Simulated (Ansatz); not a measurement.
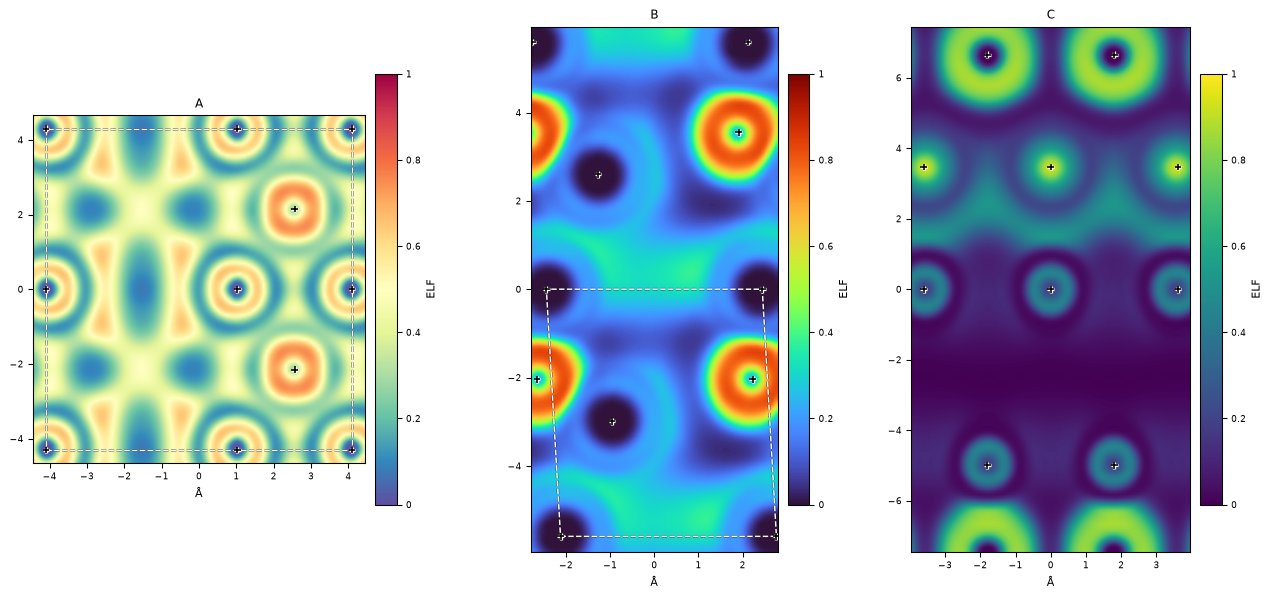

The electron localisation function of 3 systems, each on a plane through atoms (crosses mark nuclei in the plane).

Computed with DFT PBE, scalar-relativistic, plane waves, PAW in Ansatz.

System 1: Zn₃SnO, the (010) plane of the conventional cell. Space group Pm; a generated structure, not necessarily the stable one.

```cif
data_structure
_symmetry_space_group_name_H-M 'P 1'
_symmetry_Int_Tables_number 1
_cell_length_a 4.8879
_cell_length_b 3.2019
_cell_length_c 5.6053
_cell_angle_alpha 90.000
_cell_angle_beta 93.276
_cell_angle_gamma 90.000
_cell_volume 87.59
loop_
_atom_site_label
_atom_site_type_symbol
_atom_site_fract_x
_atom_site_fract_y
_atom_site_fract_z
_atom_site_occupancy
Zn1 Zn 0.30464 0.50000 0.51311 1
Zn2 Zn 0.62193 0.00000 0.94050 1
Zn3 Zn 0.89096 0.00000 0.40575 1
Sn1 Sn 0.11862 0.50000 0.00545 1
O1 O 0.55384 0.00000 0.57519 1
```

System 2: Ti₆Mo, the (010) plane of the conventional cell. Space group Cmcm; a generated structure, not necessarily the stable one; changed on purpose from its base cell (volume × 0.97, shape and atoms relaxed); computed pressure about 4 GPa in this cell; computed without spin polarisation.

System 3: Mg₄CdS₃, the (100) plane of the conventional cell. Space group Pmm2; a generated structure, not necessarily the stable one.

### Which map belongs to which system?

Panel A is system 2, Ti₆Mo: the plane holds Ti and Mo. Ti–Mo (2.65 Å): the ELF is about 0.25 at the midpoint; no localised pair shows between them. Panel B is system 1, Zn₃SnO: the plane holds Zn and O. Zn–O (1.95 Å): the ELF peaks at about 0.85 in the valence shell of O, 0.6 Å from its nucleus, and is about 0.30 at the midpoint: no shared electron pair shows on this line. Panel C is system 3, Mg₄CdS₃: the plane holds Mg, Cd and S.
